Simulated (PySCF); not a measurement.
# C₃H₆F₂Se: magnetic properties

What do calculations give for the magnetic properties of C₃H₆F₂Se (`C[Se]CC(F)F`)?

Computed with PySCF 2.14.0 and routines of our own; the level stands in each step. Atoms count from 0.

### 1 The starting structure

12 atoms, charge 0, multiplicity 1; geometry from: GFN2-xTB.

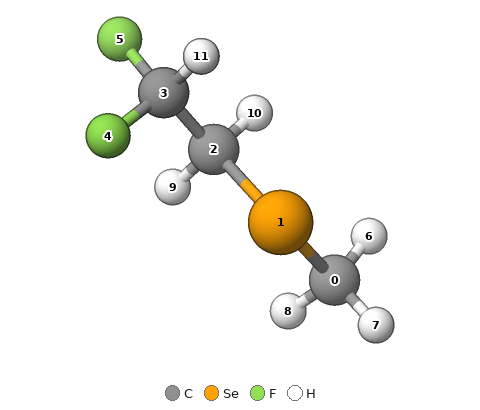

The starting geometry (carbon grey, selenium orange, fluorine green, hydrogen white).

### 2 Magnetic properties: GIAO KT3/pcSseg-1

Job settings and geometry (Å):

```
{"job": {"kind": "mag", "xc": "KT3", "basis": "pcSseg-1", "isotopologues": 2}, "charge": 0, "multiplicity": 1}
C      2.279437    -0.153575    -0.039958
Se     0.582054    -0.999488    -0.510877
C     -0.550641     0.276005     0.470743
C     -1.998178    -0.133271     0.330651
F     -2.402840    -0.030969    -0.955618
F     -2.798024     0.696419     1.047352
H      2.400563    -0.159334     1.040289
H      3.069151    -0.736119    -0.505832
H      2.292860     0.863512    -0.424153
H     -0.407569     1.274169     0.051913
H     -0.268811     0.265471     1.525100
H     -2.196803    -1.163506     0.665011
```

Level: GIAO KT3/pcSseg-1 magnetisability, rotational g tensor and spin-rotation constants, non-relativistic, gas phase.

On the command line:

```sh
> OMP_NUM_THREADS=1 python excited_run.py task.json out
```

The driver reads the jobs from task.json and runs them one after another.

The log of the run:

```text
coarse grid: 48304 points
cycle   1  E = -2731.7717123283  dE = -4.567e-01  |g| = 9.381e-01  |ddm| = 3.099e+00
cycle   2  E = -2731.5235955616  dE =  2.481e-01  |g| = 1.499e+00  |ddm| = 1.555e+00
cycle   3  E = -2731.8876899364  dE = -3.641e-01  |g| = 1.666e-01  |ddm| = 1.110e+00
cycle   4  E = -2731.8916138122  dE = -3.924e-03  |g| = 9.001e-02  |ddm| = 2.271e-01
cycle   5  E = -2731.8936640659  dE = -2.050e-03  |g| = 2.077e-02  |ddm| = 9.522e-02
cycle   6  E = -2731.8937883723  dE = -1.243e-04  |g| = 6.033e-03  |ddm| = 3.099e-02
cycle   7  E = -2731.8937947208  dE = -6.348e-06  |g| = 1.086e-03  |ddm| = 5.696e-03
final grid: 102144 points
cycle   8  E = -2731.8937765921  dE =  9.238e-08  |g| = 1.465e-03  |ddm| = 2.037e-03
cycle   9  E = -2731.8937760611  dE =  5.310e-07  |g| = 2.379e-03  |ddm| = 2.586e-03
cycle  10  E = -2731.8937768635  dE = -8.025e-07  |g| = 3.039e-04  |ddm| = 1.691e-03
cycle  11  E = -2731.8937768766  dE = -1.306e-08  |g| = 2.756e-05  |ddm| = 2.184e-04
cycle  12  E = -2731.8937768768  dE = -1.651e-10  |g| = 5.534e-06  |ddm| = 2.966e-05
converged SCF energy = -2731.8937768768

Magnetisability tensor (1e-30 J/T^2)
    -1228.23        3.52       -4.46
        3.52    -1172.09      -34.34
       -4.46      -34.34    -1195.96
isotropic -1198.76   principal values   -1228.89  -1220.08  -1147.30
isotropic susceptibility -72.191 1e-6 cm^3/mol

Inertial axes            a          b          c
rot. const./GHz      5.7599     1.0811     0.9685
chi total           -73.869    -73.593    -69.111
chi diamagnetic    -295.620  -1085.185  -1204.543
chi paramagnetic    221.751   1011.592   1135.432
quadrupole/D A       -1.905      0.935      0.970
g nuclear            0.5733     0.5078     0.5092
g electronic        -0.6000    -0.5138    -0.5166
g total             -0.0267    -0.0060    -0.0074

Spin-rotation constants (kHz, H = +C I.J)
atom  isotope        aa         bb         cc
  4    19F        5.151      1.210      1.178
  5    19F        5.938      1.154      1.167
  6     1H       -0.568     -0.022     -0.063
  7     1H        0.026     -0.092     -0.109
  8     1H       -0.549     -0.110      0.014
  9     1H       -0.590     -0.114      0.035
 10     1H       -0.591     -0.005     -0.068
 11     1H       -0.513     -0.084      0.054
  0    13C*       0.802      0.147      0.149
  1   77Se*       6.246      2.116      1.795
  2    13C*       0.962      0.182      0.200
  3    13C*       1.679      0.305      0.303
* in the singly substituted isotopologue

Isotopologues: g along a, b, c
2H    at 6,7,8,9,10,11     -0.0233    -0.0057    -0.0070
13C   at 0                 -0.0265    -0.0060    -0.0073
```

Wall time 24 s (1 thread of Arm Neoverse V1, shared host); peak memory 0.58 GiB.

Key values:

```tsv
quantity	value
magnetisability	-1199·10⁻³⁰ J/T²
molar susceptibility	-72.2·10⁻⁶ cm³/mol
rotational g (a, b, c)	-0.0267, -0.0060, -0.0074
```

### 3 Magnetic properties: GIAO revPBE/6-31G

Settings changed since step 2:

```diff
@@ -1,2 +1,2 @@
-{"job": {"kind": "mag", "xc": "KT3", "basis": "pcSseg-1", "isotopologues": 2}, "charge": 0, "multiplicity": 1}
+{"job": {"kind": "mag", "xc": "revPBE", "basis": "6-31G", "scf": {"conv": 1e-07}}, "charge": 0, "multiplicity": 1}
 C      2.279437    -0.153575    -0.039958
```

Level: GIAO revPBE/6-31G magnetisability, rotational g tensor and spin-rotation constants, non-relativistic, gas phase.

The log of the run:

```text
final grid: 102144 points
cycle   1  E = -2718.2978832130  dE = -3.050e-01  |g| = 7.563e-01  |ddm| = 3.351e+00
cycle   2  E = -2718.0657221211  dE =  2.322e-01  |g| = 1.384e+00  |ddm| = 1.865e+00
cycle   3  E = -2718.4059151589  dE = -3.402e-01  |g| = 1.119e-01  |ddm| = 1.193e+00
cycle   4  E = -2718.4087352106  dE = -2.820e-03  |g| = 3.264e-02  |ddm| = 1.766e-01
cycle   5  E = -2718.4089289585  dE = -1.937e-04  |g| = 1.597e-02  |ddm| = 5.348e-02
cycle   6  E = -2718.4089998079  dE = -7.085e-05  |g| = 2.123e-03  |ddm| = 2.268e-02
cycle   7  E = -2718.4090006737  dE = -8.657e-07  |g| = 6.820e-04  |ddm| = 2.875e-03
cycle   8  E = -2718.4090007551  dE = -8.149e-08  |g| = 2.230e-04  |ddm| = 8.025e-04
converged SCF energy = -2718.4090007551

Magnetisability tensor (1e-30 J/T^2)
    -1252.70       -0.08       -3.81
       -0.08    -1193.75      -40.06
       -3.81      -40.06    -1211.66
isotropic -1219.37   principal values   -1253.68  -1242.84  -1161.59
isotropic susceptibility -73.432 1e-6 cm^3/mol

Inertial axes            a          b          c
rot. const./GHz      5.7599     1.0811     0.9685
chi total           -75.246    -75.047    -70.004
chi diamagnetic    -296.137  -1085.800  -1205.395
chi paramagnetic    220.891   1010.753   1135.391
quadrupole/D A       -2.149      0.857      1.293
g nuclear            0.5733     0.5078     0.5092
g electronic        -0.5977    -0.5134    -0.5166
g total             -0.0244    -0.0056    -0.0074

Spin-rotation constants (kHz, H = +C I.J)
atom  isotope        aa         bb         cc
  4    19F        4.625      1.169      1.127
  5    19F        5.787      1.137      1.062
  6     1H       -0.634     -0.033     -0.072
  7     1H       -0.024     -0.104     -0.118
  8     1H       -0.615     -0.121      0.005
  9     1H       -0.640     -0.124      0.026
 10     1H       -0.649     -0.017     -0.075
 11     1H       -0.555     -0.092      0.045
  0    13C*       0.675      0.124      0.128
  1   77Se*       5.298      1.786      1.564
  2    13C*       0.815      0.158      0.180
  3    13C*       1.551      0.281      0.285
* in the singly substituted isotopologue
```

Wall time 12 s (1 thread of Arm Neoverse V1, shared host); peak memory 0.5 GiB.

From this job:

```tsv
quantity	value
magnetisability	-1219·10⁻³⁰ J/T²
molar susceptibility	-73.4·10⁻⁶ cm³/mol
rotational g (a, b, c)	-0.0244, -0.0056, -0.0074
```

### 4 Magnetic properties: GIAO LDA/cc-pVDZ

Settings changed since step 3:

```diff
@@ -1,2 +1,2 @@
-{"job": {"kind": "mag", "xc": "revPBE", "basis": "6-31G", "scf": {"conv": 1e-07}}, "charge": 0, "multiplicity": 1}
+{"job": {"kind": "mag", "xc": "LDA", "basis": "cc-pVDZ"}, "charge": 0, "multiplicity": 1}
 C      2.279437    -0.153575    -0.039958
```

Method: GIAO LDA/cc-pVDZ magnetisability, rotational g tensor and spin-rotation constants, non-relativistic, gas phase.

The log of the run:

```text
coarse grid: 48304 points
cycle   1  E = -2713.2604417765  dE = -3.229e-01  |g| = 7.165e-01  |ddm| = 6.221e+00
cycle   2  E = -2713.0575808735  dE =  2.029e-01  |g| = 1.296e+00  |ddm| = 2.690e+00
cycle   3  E = -2713.3545671084  dE = -2.970e-01  |g| = 1.177e-01  |ddm| = 1.670e+00
cycle   4  E = -2713.3577918193  dE = -3.225e-03  |g| = 4.788e-02  |ddm| = 3.111e-01
cycle   5  E = -2713.3582801358  dE = -4.883e-04  |g| = 1.913e-02  |ddm| = 9.303e-02
cycle   6  E = -2713.3583852973  dE = -1.052e-04  |g| = 3.035e-03  |ddm| = 3.902e-02
cycle   7  E = -2713.3583874348  dE = -2.137e-06  |g| = 7.546e-04  |ddm| = 6.668e-03
final grid: 102144 points
cycle   8  E = -2713.3583469949  dE =  1.761e-07  |g| = 1.291e-03  |ddm| = 3.624e-03
cycle   9  E = -2713.3583462037  dE =  7.912e-07  |g| = 2.480e-03  |ddm| = 5.502e-03
cycle  10  E = -2713.3583473210  dE = -1.117e-06  |g| = 2.186e-04  |ddm| = 3.361e-03
cycle  11  E = -2713.3583473324  dE = -1.134e-08  |g| = 3.139e-05  |ddm| = 4.195e-04
cycle  12  E = -2713.3583473326  dE = -1.842e-10  |g| = 7.574e-06  |ddm| = 5.201e-05
converged SCF energy = -2713.3583473326

Magnetisability tensor (1e-30 J/T^2)
    -1241.39        1.64       -4.42
        1.64    -1186.84      -38.07
       -4.42      -38.07    -1208.37
isotropic -1212.20   principal values   -1242.73  -1236.01  -1157.85
isotropic susceptibility -73.000 1e-6 cm^3/mol

Inertial axes            a          b          c
rot. const./GHz      5.7599     1.0811     0.9685
chi total           -74.630    -74.617    -69.754
chi diamagnetic    -295.172  -1084.381  -1203.557
chi paramagnetic    220.542   1009.764   1133.803
quadrupole/D A       -1.398      0.837      0.561
g nuclear            0.5733     0.5078     0.5092
g electronic        -0.5968    -0.5129    -0.5159
g total             -0.0234    -0.0051    -0.0067

Spin-rotation constants (kHz, H = +C I.J)
atom  isotope        aa         bb         cc
  4    19F        4.326      1.182      1.098
  5    19F        5.746      1.078      1.017
  6     1H       -0.589     -0.025     -0.065
  7     1H        0.009     -0.095     -0.111
  8     1H       -0.569     -0.113      0.012
  9     1H       -0.611     -0.117      0.036
 10     1H       -0.610     -0.006     -0.070
 11     1H       -0.517     -0.084      0.056
  0    13C*       0.666      0.124      0.131
  1   77Se*       5.454      1.885      1.647
  2    13C*       0.841      0.167      0.193
  3    13C*       1.586      0.287      0.290
* in the singly substituted isotopologue
```

Wall time 16 s (1 thread of Arm Neoverse V1, shared host); peak memory 0.59 GiB.

From this job:

```tsv
quantity	value
magnetisability	-1212·10⁻³⁰ J/T²
molar susceptibility	-73.0·10⁻⁶ cm³/mol
rotational g (a, b, c)	-0.0234, -0.0051, -0.0067
```

### 5 Magnetic properties side by side

```tsv
level	ξ (10⁻³⁰ J/T²)	g(a)	g(b)	gap (eV)	functions	time
GIAO KT3/pcSseg-1	-1199	-0.0267	-0.0060	4.35	156	24 s
GIAO revPBE/6-31G	-1219	-0.0244	-0.0056	4.57	84	12 s
GIAO LDA/cc-pVDZ	-1212	-0.0234	-0.0051	4.31	127	16 s
```

### 6 What came out

| quantity | value |
| --- | --- |
| magnetisability (step 2, GIAO KT3/pcSseg-1) | -1199·10⁻³⁰ J/T² |
| molar susceptibility (step 2, GIAO KT3/pcSseg-1) | -72.2·10⁻⁶ cm³/mol |
| rotational g (a, b, c) (step 2, GIAO KT3/pcSseg-1) | -0.0267, -0.0060, -0.0074 |
| magnetisability over the levels | -1219 to -1199·10⁻³⁰ J/T² |

In words: Steps that list no spin-orbit terms leave them out, which matters at and beside the heavy atoms. The magnetisability spreads by 1.7 % over 3 levels, from GIAO revPBE/6-31G (12 s) to GIAO KT3/pcSseg-1 (24 s); the runs took 12 s to 24 s. Vibrational averaging and real surroundings are missing from these values.
